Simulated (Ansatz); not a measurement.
**G0W0 on several functionals: BaTiO3 (Pm-3m)**

Aim: G0W0 for BaTiO3 (Pm-3m) on several starting functionals, at one mesh, band count and screening cutoff.

Program: Ansatz 0.2.0. Level of theory: G0W0 on several functionals, plane waves, PAW. Results are calculated unless marked as measured.

**1. The structure**

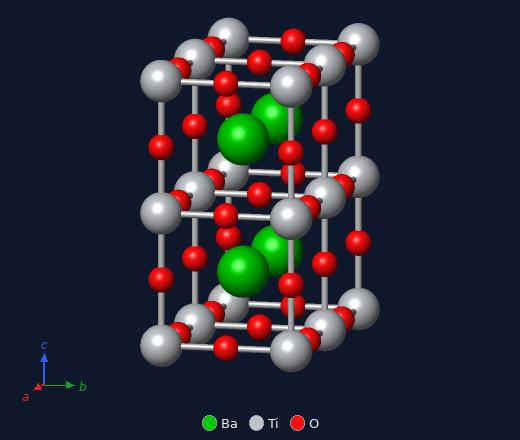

The starting structure, seen slightly off an axis (barium green, titanium light grey, oxygen red). 2×1×2 cells are drawn. Some periodic images of atoms are drawn too.

The cell and positions come from the Crystallography Open Database and are kept as given unless a step says otherwise. Spin-orbit coupling is left out unless a step names it. The default PAW set here is soft_2. Its files were made with PBE.

**2. G0W0 on LDA**

G0W0 replaces the xc potential by the self-energy, built once from these orbitals. Only a window of levels is corrected, while the sums run over the empty bands that the input names.

This step: G0W0 on LDA, plane waves, PAW.

input.yaml

```yaml
crystal:
  lattice:
    - [4.006, 0.0, 0.0]
    - [0.0, 4.006, 0.0]
    - [0.0, 0.0, 4.006]
  atoms:
    - { symbol: Ba, position: [0.5, 0.5, 0.5] }
    - { symbol: Ti, position: [0.0, 0.0, 0.0] }
    - { symbol: O, position: [0.5, 0.0, 0.0] }
    - { symbol: O, position: [0.0, 0.5, 0.0] }
    - { symbol: O, position: [0.0, 0.0, 0.5] }
kpoints:
  mp_grid: { grid: [4, 4, 4] }
hamiltonian:
  xc: lda
scf:
  occupations: { method: fixed }
gw:
  n_empty_bands: 509
  ecut_chi: 230.0
  qp_bands: [v2, c2]
  qp_kpoints: band_edges
  screening: { model: contour_deformation }
```

The run is started by

```bash
ansatz run input.yaml --threads 3 --pin off --max-ram 92160MiB --backend cuda --events-out ev --progress --plain --runs-dir out --devices 1 --max-vram 13GiB  # rebuilt from the run's record
```

Numbers of over 12 decimals in the logs are rounded to 6 here.

The program printed:

```text
GPUs: using 1 of 1 available (devices: 1).
Engine: ansatz 0.2.0, x86_64-unknown-linux-gnu
Pseudopotentials: kind: paw
Pseudopotential: Ba, paw, valence charge 10, recommended cutoff 420 eV (normal), Ba.paw.azcp
Pseudopotential: Ti, paw, valence charge 12, recommended cutoff 420 eV (normal), Ti.paw.azcp
Pseudopotential: O, paw, valence charge 6, recommended cutoff 420 eV (normal), O.paw.azcp
Functional definition: SPW92
  exchange = slater_x
  correlation = pw_c
device memory: the entry about to start is reckoned to put 0.6 GiB on a device that reports 44.1 GiB free (of which the cap on the GPU budget leaves the run 13.0 GiB)
GPU FFT provider: cuFFT
GPU libraries: cuBLAS 13.8.2, cuFFT 12.4.0, cuSOLVER 12.3.4
Crystal: 5 atoms, lattice volume = 64.288 Å³
Basis set: ecut = 420 eV, 1237 PW (Γ)
Bands: 25, of which v1, the nominal top of the filled ones, is band 20 counted from 1 (19 counted from 0)
Symmetry: 48 space group operations
Space group: Pm-3m (ITA 221), of the structure as read, at distance tolerance 4.0e-5 Å
k-points: 10 of 64
Non-local potential: Ba, projectors of the file, l = 0: 3, l = 1: 2, l = 2: 2, l = 3: 2
Non-local potential: Ti, projectors of the file, l = 0: 3, l = 1: 2, l = 2: 3, l = 3: 1
Non-local potential: O, projectors of the file, l = 0: 2, l = 1: 2, l = 2: 1
PAW form: soft (Blöchl's): semilocal exchange-correlation on the pseudo side does not see the compensation charge
PAW frozen core: Ba, regenerated for the run's functional, and the local potential with it (the file was generated under x = pbe(κ = 0.804, μ = 0.219515), c = pbe(β = 0.066725))
PAW frozen core: Ti, regenerated for the run's functional, and the local potential with it (the file was generated under x = pbe(κ = 0.804, μ = 0.219515), c = pbe(β = 0.066725))
PAW frozen core: O, regenerated for the run's functional, and the local potential with it (the file was generated under x = pbe(κ = 0.804, μ = 0.219515), c = pbe(β = 0.066725))
PAW one-centre angular grid: Ba, 194 points (default); XC on 64 Gauss nodes
PAW one-centre angular grid: Ti, 590 points (default); XC on 64 Gauss nodes
PAW one-centre angular grid: O, 110 points (default); XC on 64 Gauss nodes
Initial density: superposition of atomic densities (neutral atoms: chi_scale 0, normalization atom), corrected by the library's trained network
Initial wavefunctions: pseudopotential atomic-orbital guess
GPU buffer pool allocated for 19683 grid points (all kernels)
GPU transforms: local potential and band sums: pruned to the plane-wave sphere, on 27×27×27
Functional: x = slater, c = lda
SCF iter   1: F=—  HF=-9904.418014 eV  |F-HF|=—  |Δ(HF+E_count)|=         —  Δρ=1.83e-2  dr2=2.09e-1  ethr=1.77e-3  ⟨swp⟩=4.3  Hψ=1065  notcnv=0  defer=12
preconditioner: auto → Resta (q_TF=auto, 2.521 Å⁻¹)  ε∞=6.1  [insulator: Δε(μ)=1.463 eV  Ē_g=11.641 eV  n_scr=18 (ndim 8)  ℏωp=26.2 eV  f_vac=0.000  ε∞_Penn≈6.1]
SCF iter   2: F=—  HF=-9904.386764 eV  |F-HF|=—  |Δ(HF+E_count)|=   3.12e-2  Δρ=1.05e-2  dr2=6.07e-2  ethr=5.22e-4  ⟨swp⟩=2.2  Hψ=456  notcnv=0  defer=21
SCF iter   3: F=—  HF=-9904.375805 eV  |F-HF|=—  |Δ(HF+E_count)|=   1.10e-2  Δρ=2.81e-3  dr2=3.54e-3  ethr=1.52e-4  ⟨swp⟩=2.4  Hψ=371  notcnv=0  defer=23
SCF iter   4: F=—  HF=-9904.374938 eV  |F-HF|=—  |Δ(HF+E_count)|=   8.66e-4  Δρ=7.81e-4  dr2=2.69e-4  ethr=8.85e-6  ⟨swp⟩=2.4  Hψ=467  notcnv=0  defer=25
SCF iter   5: F=—  HF=-9904.374896 eV  |F-HF|=—  |Δ(HF+E_count)|=   4.20e-5  Δρ=1.50e-4  dr2=1.45e-5  ethr=6.71e-7  ⟨swp⟩=2.1  Hψ=412  notcnv=0  defer=20
SCF iter   6: F=—  HF=-9904.374896 eV  |F-HF|=—  |Δ(HF+E_count)|=   4.79e-7  Δρ=6.63e-5  dr2=3.05e-6  ethr=3.62e-8  ⟨swp⟩=2.2  Hψ=378  notcnv=0  defer=10
SCF iter   7: F=—  HF=-9904.374895 eV  |F-HF|=—  |Δ(HF+E_count)|=   4.79e-7  Δρ=1.80e-5  dr2=1.98e-7  ethr=7.63e-9  ⟨swp⟩=1.9  Hψ=254  notcnv=0  defer=10
SCF iter   8: F=-9904.374895 eV  HF=-9904.374895 eV  |F-HF|=6.91e-11  |Δ(HF+E_count)|=   3.26e-8  Δρ=1.08e-6  dr2=8.08e-10  ethr=2.50e-10  ⟨swp⟩=7.8  Hψ=1005  notcnv=0
SCF 1 converged in 8 iterations: F = -9904.374895 eV  dr2 = 8.08e-10
  greatest PAW one-centre occupation: 0.999 electrons in one spin orbital (limit 2), on the Ti atom at site 1 (counted from 0), in its partial waves of l = 0
device memory: the entry about to start is reckoned to put 0.7 GiB on a device that reports 41.9 GiB free (of which the cap on the GPU budget leaves the run 13.0 GiB)
NSCF: frozen V_eff on 10 k-points, pencils in batches of 32, up to order 100
the band table was solved once the SCF had ended and its energy, with any forces and stress, was formed, with the checks that follow a solve (1072 applications of the Hamiltonian). They found nothing against the state; the energy, forces and stress were not computed again (output.eigenvalues in the input reference)
device memory: the entry about to start is reckoned to put 4.2 GiB on a device that reports 42.0 GiB free (of which the cap on the GPU budget leaves the run 13.0 GiB)
NSCF: frozen V_eff on 10 k-points
G₀W₀ screening: q 1/10
[... further progress lines ...]
SCF converged after 8 iterations
Free energy (F): -9904.374895 eV
Harris-Foulkes:  -9904.374895 eV  (|F-HF|=6.91e-11)
Internal energy: -9904.374895 eV  (E = F + TS)
E sigma→0 (E₀):  -9904.374895 eV
Fermi energy:    9.888463 eV
--- Per-component energies (eV) ---
  E_band       = -151.812281
  E_kinetic    = 964.011416
  E_local      = -2100.621733  (includes V_loc(G=0)·N_el)
  E_nonlocal   = 215.793497
  E_hartree    = 812.997515
  E_xc         = -484.652698
  E_vxc        = -541.851877  (∫ρ·V_xc dr)
  E_paw        = -6494.403341  (= ΣΔE_a)
  E_vpaw       = -315.146395  (= ΣTr[D̂ρ^β])
  E_aug_tail   = 0.007422  (compensation charges beyond the density's cutoff)
  E_ewald      = -2818.406203
  E_core_change = 0.899230  (= ΣΔE_core)
  E_smearing   = -0.000000  (= −TS)
  E_closure    = -0.000000  (closes the sum)
  Σ components = -9904.374895   (vs F -9904.374895, Δ=0.00e0)
--- Band table (eV; the first three rows and the last of 10) ---
  k-point 0: bands = [... 16 lower, 8.7651, 9.7838, 9.7838, 9.7838, 11.5904, 11.5904, 11.5904, 13.8566, ... 1 higher]
  k-point 1: bands = [... 16 lower, 8.3403, 8.6779, 9.4496, 9.4496, 11.6545, 12.5688, 12.5688, 13.8600, ... 1 higher]
  k-point 2: bands = [... 16 lower, 8.0498, 8.0498, 9.2093, 9.2093, 11.7211, 13.3598, 13.3598, 13.8625, ... 1 higher]
  k-point 9: bands = [... 16 lower, 7.5356, 9.8885, 9.8885, 9.8885, 14.0448, 14.0448, 14.0448, 16.6560, ... 1 higher]
--- G₀W₀: contour deformation, 7 samples at zero and on the imaginary axis and 1 off it, 64 q-points, 509 empty bands' worth ---
  eigenvalues of the whole cell's RPA ε∞ on this k-mesh (on a slab, of 1 + 4πα/V) = 7.2563, 7.2563, 7.2563; static W/v taken at q = 0 is 0.137811
  bands read: the sum over 529 bands ends inside a degenerate multiplet in 3 slots, whose members it reads at an even weight; the widest, k=9: bands 529 to 531 (counted from 1) at 1/3 each
  gw.qp_kpoints: band_edges: 9 of 10 stored k-points solved, in 1 pass; an edge of the gap read off the rows below is read off those points alone
    valence top: of the k-points left out ik 6 came nearest to being solved in a further pass, in band 20 (counted from 1, as in the quasiparticle table): it holds the edge there only if its correction is more favourable than any solved in that band by at least 0.594 eV; those differ by 0.049 eV
    conduction bottom: of the k-points left out ik 6 came nearest to being solved in a further pass, in band 21 (counted from 1, as in the quasiparticle table): it holds the edge there only if its correction is more favourable than any solved in that band by at least 1.330 eV; those differ by 0.128 eV
    ik  band        ε_KS         Σx   Σc(E_QP)       V_xc       Z   E_QP_lin       E_QP  E_QP is
     0    19      9.7838   -25.9645     4.1452   -21.4124  0.7124     9.3731     9.3770  root
     0    20      9.7838   -25.9645     4.1452   -21.4124  0.7124     9.3731     9.3770  root
     0    21     11.5904   -12.5945    -6.8045   -20.5915  0.7243    12.8209    12.7829  root
     0    22     11.5904   -12.5945    -6.8045   -20.5915  0.7243    12.8209    12.7829  root
     1    19      9.4496   -25.6233     4.1060   -21.1177  0.7099     9.0460     9.0500  root
     1    20      9.4496   -25.6233     4.1060   -21.1177  0.7099     9.0460     9.0500  root
     1    21     11.6545   -12.7212    -6.9027   -20.8320  0.7215    12.9025    12.8625  root
     1    22     12.5688   -14.1721    -6.7686   -22.0623  0.6999    13.7298    13.6905  root
     2    19      9.2093   -25.6876     4.3042   -20.9501  0.7078     8.7711     8.7760  root
     2    20      9.2093   -25.6876     4.3042   -20.9501  0.7078     8.7711     8.7760  root
     2    21     11.7211   -12.8611    -7.0086   -21.0940  0.7185    12.9877    12.9454  root
     2    22     13.3598   -14.8066    -7.3875   -23.3079  0.6741    14.5248    14.4736  root
     3    19      8.9587   -24.9841     3.8599   -20.7594  0.7082     8.5905     8.5940  root
     3    20      9.4383   -25.3824     4.3152   -20.6648  0.7010     9.0315     9.0359  root
     3    21     12.5232   -13.9769    -6.8726   -21.9891  0.7013    13.7034    13.6627  root
     3    22     12.6637   -14.3258    -6.8909   -22.3464  0.6955    13.8347    13.7933  root
     4    19      8.8054   -24.8076     4.4010   -19.9987  0.6925     8.3922     8.3976  root
     4    20      9.4110   -25.1126     4.4032   -20.3098  0.6976     9.0069     9.0114  root
     4    21     12.6218   -14.1612    -6.9811   -22.2883  0.6968    13.8105    13.7679  root
     4    22     13.3688   -14.7710    -7.4529   -23.3420  0.6734    14.5386    14.4870  root
     5    19      9.0546   -25.1240     4.4068   -20.2760  0.6978     8.6075     8.6134  root
     5    20      9.8398   -25.6295     4.4805   -20.7508  0.7005     9.4376     9.4416  root
     5    21     13.3793   -14.7582    -7.5021   -23.3812  0.6729    14.5525    14.5000  root
     5    22     13.3793   -14.7582    -7.5021   -23.3812  0.6729    14.5525    14.5000  root
[...]
8    19      9.3798   -25.1408     4.4757   -20.2550  0.6973     8.9649     8.9697  root
     8    20      9.8643   -25.6911     4.4794   -20.8198  0.7007     9.4685     9.4724  root
     8    21     13.6844   -14.7075    -7.7584   -23.5736  0.6646    14.8480    14.7921  root
     8    22     13.6844   -14.7075    -7.7584   -23.5736  0.6646    14.8480    14.7921  root
     9    19      9.8885   -25.7560     4.4786   -20.8926  0.7008     9.5000     9.5038  root
     9    20      9.8885   -25.7560     4.4786   -20.8926  0.7008     9.5000     9.5038  root
     9    21     14.0448   -14.7009    -8.1839   -23.9814  0.6487    15.1985    15.1414  root
     9    22     14.0448   -14.7009    -8.1839   -23.9814  0.6487    15.1985    15.1414  root
```

Elapsed: 13 s, on 1 × NVIDIA H100 80GB HBM3 (shared by 6 runs) with 3 threads of AMD EPYC 7R13 (Zen 3), shared host; peak memory 1.6 GiB.

Numbers from this step:

```
bands summed                                 : 529
RPA ε∞ on this mesh (eigenvalues)            : 7.256, 7.256, 7.256
plane waves in the screening matrix          : 485
q-points in the mesh                         : 64
G0W0 gap on the mesh                         : 3.279 eV
k of the valence top                         : -0.5, -0.5, -0.5
k of the conduction bottom                   : 0, 0, 0
starting gap on the mesh                     : 1.702 eV
Z at the valence top                         : 0.7008
Z at the conduction bottom                   : 0.7243
least direct G0W0 gap on the computed points : 3.406 eV
```

The gap on the mesh goes from 1.70 eV to 3.28 eV, a correction of +1.58 eV. Between the two edge states, bare exchange in place of the xc potential would open the gap by 12.86 eV, and correlation takes back 11.28 eV.

(Part 1 of 2 ends here.)

[Paths, hosts, dates, memory and timing lines, banners, echoed tables and standing remarks are left out of the program output.]

[Logs are printed without paths, hosts, clocks, repeated set-up lines and the standing remarks that a program may print on its own settings, such as how far it seeks lower states.]

[Runs of the session that timed out or met a known fault of the program may be left out.]

[Cells called generated may have been cut or substituted from an entry of the Crystallography Open Database or the Materials Project.]

[Hosts, paths, dates, database ids (printed as entryN), source tags and the programs' standing remarks are cut or masked in the printed files.]
